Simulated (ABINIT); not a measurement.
## Ca2H3Br (P-3m1): a self-consistent loop beyond G0W0, cycle by cycle

Aim: iterate the self-energy on Ca2H3Br (P-3m1) and follow the gap from cycle to cycle.

Calculated with ABINIT 10.8.3; LDA and many-body steps on it, plane waves.

## Step 1: The starting structure

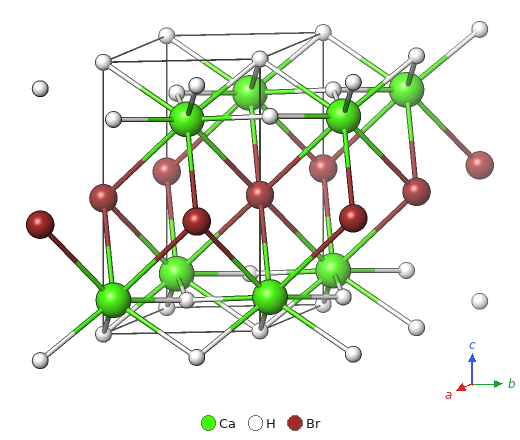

Start, viewed slightly off an axis; calcium green, hydrogen white, bromine red. 2×2×1 cells are drawn. Bonds to atoms that aren't drawn are left out. Some periodic images of atoms are drawn too.

The cell and positions are those that the Materials Project relaxed with its own functionals (PBE, PBE+U or r2SCAN), kept fixed.

## Step 2: Empty states on the mesh, 3×3×2 mesh, 80 bands

This step: ABINIT 10.8.3; DFT, LDA, plane waves, norm-conserving pseudopotentials.

The sums over transitions need many empty states on a uniform mesh; this step solves for them.

Input file run.abi:

```
acell 3*1.0 Angstrom
rprim 
  3.902939985722 0.000000000020 0.000000000000
  -1.951469992878 3.380045177071 0.000000000000
  0.000000000000 0.000000000000 6.853533590000
ntypat 3
znucl 20 1 35
natom 6
typat 1 1 2 2 2 3
xred 
  0.666666666667 0.333333333333 0.185756080000
  0.333333333333 0.666666666667 0.814243920000
  0.666666666667 0.333333333333 0.850475830000
  0.333333333333 0.666666666667 0.149524170000
  0.000000000000 0.000000000000 0.000000000000
  0.000000000000 0.000000000000 0.500000000000
pp_dirpath "pseudos"
pseudos "Ca.upf, H.upf, Br.upf"
ecut 31
ngkpt 3 3 2
nshiftk 1
shiftk 0 0 0
kptopt 1
chksymbreak 0
iscf -2
irdden 1
istwfk *1
nband 80
nbdbuf 6
tolwfr 1e-09
nstep 60
prtvol 0
indata_prefix "in"
outdata_prefix "out"
tmpdata_prefix "tmp"
```

Run with:

```
$ OMP_NUM_THREADS=1 mpirun -n 8 abinit run.abi > log
```

Numbers of over 12 decimals in the logs are rounded to 6 here.

Output:

```text
.Version 10.8.3 of ABINIT. v10.8.2 released Aug 2026.

 Symmetries : space group P-3 m 1 (#164); Bravais hP (primitive hexag.)
[... echo of the input left out ...]
== DATASET  1 ==================================================================
-   mpi_nproc: 8, omp_nthreads: 1 (-1 if OMP is not activated)
-    --> not optimal distribution: autoparal keyword recommended in input file <--

--- !DatasetInfo
iteration_state: {dtset: 1, }
dimensions: {natom: 6, nkpt: 6, mband: 80, nsppol: 1, nspinor: 1, nspden: 1, mpw: 5073, }
cutoff_energies: {ecut:  31.0, pawecutdg:  -1.0, }
[...]
1.36991    1.38037    1.38089    1.38089    1.40172    1.40172    1.46654    1.46654
   1.48582    1.49151    1.49433    1.49433    1.54036    1.54059    1.54078    1.55722
 prteigrs : prtvol=0 or 1, do not print more k-points.

== END DATASET(S) ==============================================================
================================================================================

 -outvars: echo values of variables after computation  --------
            nband          80
             nkpt           6
          spgroup         164
 [... the other variables as echoed above ...]

 Calculation completed.
```

The job ended after 17 s (8 MPI ranks of Arm Neoverse V1, shared host; peak memory 0.57 GiB).

Numbers from this step:

```yaml
gap: 1.394 eV
k_of_the_valence_top: 0, 0, 0.5
k_of_the_conduction_bottom: 0.3333, 0, 0.5
least_direct_gap: 1.517 eV
k_points_computed: 6
lowest_point_of_the_top_converged_band_above_the_valence_top: 32.09 eV
```

On this mesh the gap is 1.394 eV.

The density comes from a self-consistent run that is not shown.

## Step 3: Screening, 3×3×2 mesh, 74 bands, screening to 106.1 eV

The RPA dielectric matrix is built and inverted for each q.

This step: RPA screening on LDA, plane waves, norm-conserving pseudopotentials.

run.abi, as its differences from that of step 2:

```diff
@@ -24,10 +24,11 @@
 chksymbreak 0
-iscf -2
-irdden 1
 istwfk *1
-nband 80
-nbdbuf 6
-tolwfr 1e-09
-nstep 60
-prtvol 0
+occopt 1
+irdwfk 1
+optdriver 3
+nband 74
+ecuteps 3.9
+inclvkb 2
+awtr 1
+symchi 1
 indata_prefix "in"
```

Output:

```text
.Version 10.8.3 of ABINIT. v10.8.2 released Aug 2026.

 Symmetries : space group P-3 m 1 (#164); Bravais hP (primitive hexag.)
[... echo of the input left out ...]
== DATASET  1 ==================================================================
-   mpi_nproc: 8, omp_nthreads: 1 (-1 if OMP is not activated)

--- !DatasetInfo
iteration_state: {dtset: 1, }
dimensions: {natom: 6, nkpt: 6, mband: 74, nsppol: 1, nspinor: 1, nspden: 1, mpw: 5073, }
cutoff_energies: {ecut:  31.0, pawecutdg:  -1.0, }
electrons: {nelect:   3.00000000E+01, charge:   0.00000000E+00, occopt:   1.00000000E+00, tsmear:   1.00000000E-02, }

 SCREENING: Calculation of the susceptibility and dielectric matrices

 Based on a program developped by R.W. Godby, V. Olevano, G. Onida, and L. Reining.
 Incorporated in ABINIT by V. Olevano, G.-M. Rignanese, and M. Torrent.
.Using double precision arithmetic ; gwpc =  8

[... cell and pseudopotentials left out ...]
--------------------------------------------------------------------------------

 ==== K-mesh for the wavefunctions ====
 Number of points in the irreducible wedge :     6
[... list of points left out ...]
 Together with 12 symmetry operations and time-reversal symmetry
 yields    18 points in the full Brillouin Zone.

 ==== Q-mesh for the screening function ====
 Number of points in the irreducible wedge :     6
[... list of points left out ...]
 Together with 12 symmetry operations and time-reversal symmetry
 yields    18 points in the full Brillouin Zone.

 setmesh: FFT mesh size selected  =    24x   24x   45
          total number of points  =        25920

 vcoul_init : cutoff-mode = AUXILIARY_FUNCTION
 q-points for optical limit:   1
     1)      0.000010    0.000020    0.000030

- screening: taking advantage of time-reversal symmetry
- Maximum band index for partially occupied states nbvw = 15
- Remaining bands to be divided among processors   nbcw = 59
- Number of bands treated by each node ~7

 Number of electrons calculated from density =   30.0000; Expected =   30.0000
 average of density, n =  0.049169
 r_s =    1.6933
 omega_plasma =   21.3896 [eV]

 calculating chi0 at frequencies [eV] :
  1    0.000000E+00    0.000000E+00
  2    0.000000E+00    2.138964E+01

--------------------------------------------------------------------------------
  q-point number  1        q = ( 0.000000, 0.000000, 0.000000) [r.l.u.]
--------------------------------------------------------------------------------
[... chi0 elements left out ...]
 For q-point:  0.000010 0.000020 0.000030
  dielectric constant =   7.9612
  dielectric constant without local fields =   8.7893

  Average fulfillment of the sum rule on Im[epsilon] for q-point    1 :     61.65  [%]
[... wings left out ...]
  q-point number  2        q = ( 0.333333, 0.000000, 0.000000) [r.l.u.]
--------------------------------------------------------------------------------
[... chi0 elements left out ...]
  Average fulfillment of the sum rule on Im[epsilon] for q-point    2 :     66.91  [%]

 [... 4 further q-points ...]
```

It took 9.5 s on 8 MPI ranks; peak memory 1.3 GiB.

Numbers from this step:

| Quantity | Value |
| --- | --- |
| ε∞ with local fields, on this mesh, along the program's q direction | 7.961 |
| the same without local fields | 8.789 |
| plasma frequency | 21.39 eV |
| plane waves in the screening matrix | 245 |

Local fields lower ε∞ by 9 %. On a Γ-centred mesh this coarse the value itself is usually too large, while a short band sum pulls it down.

## Step 4: G0W0

The self-energy is evaluated for the states that the input lists, and the levels follow from it, in one-shot runs by the linearised quasiparticle equation.

This step: G0W0 on LDA, plane waves, norm-conserving pseudopotentials.

run.abi, as its differences from that of step 3:

```diff
@@ -27,8 +27,19 @@
 irdwfk 1
-optdriver 3
+optdriver 4
 nband 74
+gwcalctyp 0
+ecutsigx 31
+symsigma 1
+nkptgw 3
+kptgw 
+  0.0000000000 0.0000000000 0.5000000000
+  0.3333333333 0.0000000000 0.5000000000
+  0.0000000000 0.0000000000 0.0000000000
+bdgw 
+  13 18
+  14 17
+  14 17
 ecuteps 3.9
-inclvkb 2
-awtr 1
-symchi 1
+irdscr 1
+ppmodel 1
 indata_prefix "in"
```

Output:

```text
.Version 10.8.3 of ABINIT. v10.8.2 released Aug 2026.

 Symmetries : space group P-3 m 1 (#164); Bravais hP (primitive hexag.)
[... echo of the input left out ...]
== DATASET  1 ==================================================================
-   mpi_nproc: 8, omp_nthreads: 1 (-1 if OMP is not activated)

--- !DatasetInfo
iteration_state: {dtset: 1, }
dimensions: {natom: 6, nkpt: 6, mband: 74, nsppol: 1, nspinor: 1, nspden: 1, mpw: 5073, }
cutoff_energies: {ecut:  31.0, pawecutdg:  -1.0, }
electrons: {nelect:   3.00000000E+01, charge:   0.00000000E+00, occopt:   1.00000000E+00, tsmear:   1.00000000E-02, }

 SIGMA: Calculation of the GW corrections

 Based on a program developped by R.W. Godby, V. Olevano, G. Onida, and L. Reining.
 Incorporated in ABINIT by V. Olevano, G.-M. Rignanese, and M. Torrent.
.Using double precision arithmetic ; gwpc =  8

[... cell and pseudopotentials left out ...]
--------------------------------------------------------------------------------

 ==== K-mesh for the wavefunctions ====
 Number of points in the irreducible wedge :     6
[... list of points left out ...]
 Together with 12 symmetry operations and time-reversal symmetry
 yields    18 points in the full Brillouin Zone.

 ==== Q-mesh for screening function ====
 Number of points in the irreducible wedge :     6
[... list of points left out ...]
 Together with 12 symmetry operations and time-reversal symmetry
 yields    18 points in the full Brillouin Zone.

 vcoul_init : cutoff-mode = AUXILIARY_FUNCTION
 q-points for optical limit:   1
     1)      0.000010    0.000020    0.000030
 setmesh: FFT mesh size selected  =    36x   36x   72
          total number of points  =        93312

 Number of electrons calculated from density =   30.0000; Expected =   30.0000
 average of density, n =  0.049169
 r_s =    1.6933
 omega_plasma =   21.3896 [eV]

 === KS Band Gaps ===
  >>>> For spin  1
   Minimum direct gap =   1.5174 [eV], located at k-point      :   0.0000  0.0000  0.5000
   Fundamental gap    =   1.3940 [eV], Top of valence bands at :   0.0000  0.0000  0.5000
                                       Bottom of conduction at :   0.3333  0.0000  0.5000
 SIGMA fundamental parameters:
 PLASMON POLE MODEL  1
 number of plane-waves for SigmaX                 5073
 number of plane-waves for SigmaC and W            245
 number of plane-waves for wavefunctions          5073
 number of bands                                    74
 number of independent spin polarizations            1
 number of spinorial components                      1
 number of k-points in IBZ                           6
 number of q-points in IBZ                           6
 number of symmetry operations                      12
 number of k-points in BZ                           18
 number of q-points in BZ                           18
 number of frequencies for dSigma/dE                 9
 frequency step for dSigma/dE [eV]                0.25
 number of omega for Sigma on real axis              0
 max omega for Sigma on real axis  [eV]           0.00
 zcut for avoiding poles [eV]                     0.10

 EPSILON^-1 parameters (SCR file):
 dimension of the eps^-1 matrix on file            245
 dimension of the eps^-1 matrix used               245
 number of plane-waves for wavefunctions          5073
 number of bands                                    74
 number of q-points in IBZ                           6
 number of frequencies                               2
 number of real frequencies                          1
 number of imag frequencies                          1

 matrix elements of self-energy operator (all in [eV])

 Perturbative Calculation

--- !SelfEnergy_ee
iteration_state: {dtset: 1, }
kpoint     : [   0.000,    0.000,    0.500, ]
spin       : 1
KS_gap     :    1.517
QP_gap     :    3.090
Delta_QP_KS:    1.572
data: !SigmaeeData |
     Band     E0 <VxcDFT>   SigX SigC(E0)      Z dSigC/dE  Sig(E)    E-E0       E
       13   1.701 -12.990 -16.438   2.783   0.798  -0.252 -13.521  -0.531   1.170
       14   1.701 -12.990 -16.438   2.783   0.798  -0.252 -13.521  -0.531   1.170
       15   5.657 -11.409 -13.586   1.729   0.787  -0.270 -11.762  -0.353   5.304
       16   7.175  -9.921  -4.856  -3.581   0.822  -0.217  -8.701   1.219   8.394
       17   7.433 -12.675  -6.532  -3.782   0.805  -0.243 -10.775   1.900   9.333
       18   7.433 -12.675  -6.532  -3.782   0.805  -0.243 -10.775   1.900   9.333

--- !SelfEnergy_ee
iteration_state: {dtset: 1, }
kpoint     : [   0.333,    0.000,    0.500, ]
spin       : 1
KS_gap     :    4.045
QP_gap     :    5.771
Delta_QP_KS:    1.725
data: !SigmaeeData |
     Band     E0 <VxcDFT>   SigX SigC(E0)      Z dSigC/dE  Sig(E)    E-E0       E
[...]
--- !SelfEnergy_ee
iteration_state: {dtset: 1, }
kpoint     : [   0.000,    0.000,    0.000, ]
spin       : 1
KS_gap     :    2.237
QP_gap     :    4.600
Delta_QP_KS:    2.363
data: !SigmaeeData |
     Band     E0 <VxcDFT>   SigX SigC(E0)      Z dSigC/dE  Sig(E)    E-E0       E
[...]
15   5.382 -10.959 -12.863   1.537   0.790  -0.266 -11.249  -0.291   5.092
       16   7.619 -13.265  -6.692  -3.984   0.800  -0.249 -11.193   2.072   9.692
       17   7.619 -13.265  -6.692  -3.984   0.800  -0.249 -11.193   2.072   9.692

== END DATASET(S) ==============================================================
================================================================================

 -outvars: echo values of variables after computation  --------
           etotal      0.0000000000E+00
            nband          74
             nkpt           6
          spgroup         164
 [... the other variables as echoed above ...]

 Calculation completed.
```

Elapsed: 6.6 s, on 8 MPI ranks; peak memory 1.2 GiB; 52 s of CPU time.

Numbers from this step:

```
G0W0 gap on the points computed              : 3.09 eV
starting gap on the mesh                     : 1.394 eV
k of the valence top                         : 0, 0, 0.5
k of the conduction bottom                   : 0, 0, 0.5
Z at the valence top                         : 0.787
Z at the conduction bottom                   : 0.822
least direct G0W0 gap on the computed points : 3.09 eV
```

The gap on the mesh goes from 1.39 eV to 3.09 eV, a correction of +1.70 eV.

## Step 5: evGW0, cycle 1

This step: evGW0 on LDA, plane waves, norm-conserving pseudopotentials.

run.abi, as its differences from that of step 4:

```diff
@@ -29,14 +29,20 @@
 nband 74
-gwcalctyp 0
+gwcalctyp 10
 ecutsigx 31
 symsigma 1
-nkptgw 3
+nkptgw 6
 kptgw 
+  0.0000000000 0.0000000000 0.0000000000
+  0.3333333333 0.0000000000 0.0000000000
+  0.3333333333 0.3333333333 0.0000000000
   0.0000000000 0.0000000000 0.5000000000
   0.3333333333 0.0000000000 0.5000000000
-  0.0000000000 0.0000000000 0.0000000000
+  0.3333333333 0.3333333333 0.5000000000
 bdgw 
-  13 18
-  14 17
-  14 17
+  10 21
+  10 21
+  10 21
+  10 21
+  10 21
+  10 21
 ecuteps 3.9
```

Output:

```text
.Version 10.8.3 of ABINIT. v10.8.2 released Aug 2026.

 Symmetries : space group P-3 m 1 (#164); Bravais hP (primitive hexag.)
[... echo of the input left out ...]
== DATASET  1 ==================================================================
-   mpi_nproc: 8, omp_nthreads: 1 (-1 if OMP is not activated)

--- !DatasetInfo
iteration_state: {dtset: 1, }
dimensions: {natom: 6, nkpt: 6, mband: 74, nsppol: 1, nspinor: 1, nspden: 1, mpw: 5073, }
cutoff_energies: {ecut:  31.0, pawecutdg:  -1.0, }
electrons: {nelect:   3.00000000E+01, charge:   0.00000000E+00, occopt:   1.00000000E+00, tsmear:   1.00000000E-02, }

 SIGMA: Calculation of the GW corrections

 Based on a program developped by R.W. Godby, V. Olevano, G. Onida, and L. Reining.
 Incorporated in ABINIT by V. Olevano, G.-M. Rignanese, and M. Torrent.
.Using double precision arithmetic ; gwpc =  8

[... cell and pseudopotentials left out ...]
--------------------------------------------------------------------------------

 ==== K-mesh for the wavefunctions ====
 Number of points in the irreducible wedge :     6
[... list of points left out ...]
 Together with 12 symmetry operations and time-reversal symmetry
 yields    18 points in the full Brillouin Zone.

 ==== Q-mesh for screening function ====
 Number of points in the irreducible wedge :     6
[... list of points left out ...]
 Together with 12 symmetry operations and time-reversal symmetry
 yields    18 points in the full Brillouin Zone.

 vcoul_init : cutoff-mode = AUXILIARY_FUNCTION
 q-points for optical limit:   1
     1)      0.000010    0.000020    0.000030
 setmesh: FFT mesh size selected  =    36x   36x   72
          total number of points  =        93312

 Number of electrons calculated from density =   30.0000; Expected =   30.0000
[...]
KS_gap     :    4.045
QP_gap     :    5.771
Delta_QP_KS:    1.725
data: !SigmaeeData |
     Band     E_DFT   <VxcDFT>   E(N-1)  <Hhartree>   SigX  SigC[E(N-1)]    Z     dSigC/dE  Sig[E(N)]  DeltaE  E(N)_pert E(N)_diago
[...]
--- !SelfEnergy_ee
iteration_state: {dtset: 1, }
kpoint     : [   0.333,    0.333,    0.500, ]
spin       : 1
KS_gap     :    5.734
QP_gap     :    7.921
Delta_QP_KS:    2.187
data: !SigmaeeData |
     Band     E_DFT   <VxcDFT>   E(N-1)  <Hhartree>   SigX  SigC[E(N-1)]    Z     dSigC/dE  Sig[E(N)]  DeltaE  E(N)_pert E(N)_diago
[...]
20     9.249   -13.759     9.249    23.008    -6.871    -4.166     0.796    -0.256   -11.592     2.167    11.416    11.971
       21     9.314   -15.053     9.314    24.367    -7.612    -4.386     0.784    -0.276   -12.658     2.395    11.709    12.369

 New Fermi energy :        2.548027E-01 Ha ,    6.933535E+00 eV

 === QP Band Gaps ===
  >>>> For spin  1
   Minimum direct gap =   3.4490 [eV], located at k-point      :   0.0000  0.0000  0.5000
   Fundamental gap    =   3.4490 [eV], Top of valence bands at :   0.0000  0.0000  0.5000
                                       Bottom of conduction at :   0.0000  0.0000  0.5000

 writing QP data on file : out_QPS

 Convergence of QP corrections
 >>>>> For spin  1 <<<<<
.  kptgw no:  1; Maximum DeltaE = (   0.000   0.000) for band index:  8
.  kptgw no:  2; Maximum DeltaE = (  -0.633  -0.000) for band index: 11
.  kptgw no:  3; Maximum DeltaE = (  -0.750  -0.000) for band index: 11
.  kptgw no:  4; Maximum DeltaE = (  -0.474   0.001) for band index: 12
.  kptgw no:  5; Maximum DeltaE = (  -0.526  -0.000) for band index: 12
.  kptgw no:  6; Maximum DeltaE = (  -0.608   0.001) for band index: 12

== END DATASET(S) ==============================================================
================================================================================

 -outvars: echo values of variables after computation  --------
           etotal      0.0000000000E+00
            nband          74
             nkpt           6
          spgroup         164
 [... the other variables as echoed above ...]

 Calculation completed.
```

It took 26 s on 8 MPI ranks; peak memory 2 GiB; 3.5 min of CPU time.

Numbers from this step:

```
quasiparticle gap on the mesh                         : 3.449 eV
gap of the density functional on the mesh             : 1.394 eV
k of the valence top                                  : 0, 0, 0.5
k of the conduction bottom                            : 0, 0, 0.5
Z at the valence top                                  : 0.787
Z at the conduction bottom                            : 0.822
least direct quasiparticle gap on the computed points : 3.449 eV
```

Against G0W0 in ABINIT (3×3×2 mesh, 74 bands, screening to 106.1 eV, Godby-Needs plasmon pole), the gap moves by +0.359 eV. This first cycle still uses the starting levels; it takes the full correction, at all points of the mesh, and its linearised value is 3.090 eV.

## Step 6: evGW0, cycle 2

The corrected levels of the last cycle go back in.

run.abi, as its differences from that of step 5:

```diff
@@ -50,2 +50,3 @@
 ppmodel 1
+irdqps 1
 indata_prefix "in"
```

Output:

```text
.Version 10.8.3 of ABINIT. v10.8.2 released Aug 2026.

 Symmetries : space group P-3 m 1 (#164); Bravais hP (primitive hexag.)
[... echo of the input left out ...]
== DATASET  1 ==================================================================
-   mpi_nproc: 8, omp_nthreads: 1 (-1 if OMP is not activated)

--- !DatasetInfo
iteration_state: {dtset: 1, }
dimensions: {natom: 6, nkpt: 6, mband: 74, nsppol: 1, nspinor: 1, nspden: 1, mpw: 5073, }
cutoff_energies: {ecut:  31.0, pawecutdg:  -1.0, }
[...]
.  kptgw no:  4; Maximum DeltaE = (   0.052   0.000) for band index: 12
.  kptgw no:  5; Maximum DeltaE = (   0.047  -0.002) for band index: 12
.  kptgw no:  6; Maximum DeltaE = (   0.057  -0.000) for band index: 12

== END DATASET(S) ==============================================================
================================================================================

 -outvars: echo values of variables after computation  --------
           etotal      0.0000000000E+00
            nband          74
             nkpt           6
          spgroup         164
 [... the other variables as echoed above ...]

 Calculation completed.
```

It took 26 s on 8 MPI ranks; peak memory 2 GiB.

This step gave:

```
quasiparticle gap on the mesh                         : 3.281 eV
gap of the density functional on the mesh             : 1.394 eV
k of the valence top                                  : 0, 0, 0.5
k of the conduction bottom                            : 0, 0, 0.5
least direct quasiparticle gap on the computed points : 3.281 eV
```

Against the cycle before, the gap moves by −0.168 eV.

[end of part 1 of 3]

[Paths, hosts, dates, memory and timing lines, banners, echoed tables and standing remarks are left out of the program output.]

[Logs are printed without paths, hosts, clocks, repeated set-up lines and the standing remarks that a program may print on its own settings, such as how far it seeks lower states.]

[Runs of the session that timed out or met a known fault of the program may be left out.]

[Hosts, paths, dates, database ids (printed as entryN), source tags and the programs' standing remarks are cut or masked in the printed files.]

[G0W0 gaps are taken among the corrected bands and points alone; a level outside them can change the order at an edge.]

[Where Ansatz stands beside ABINIT at settings called matched, ABINIT's density can come from a denser mesh and the files from another edition; pairs whose starting gaps differed by over 0.03 eV were left out, so agreement reads better than it is.]
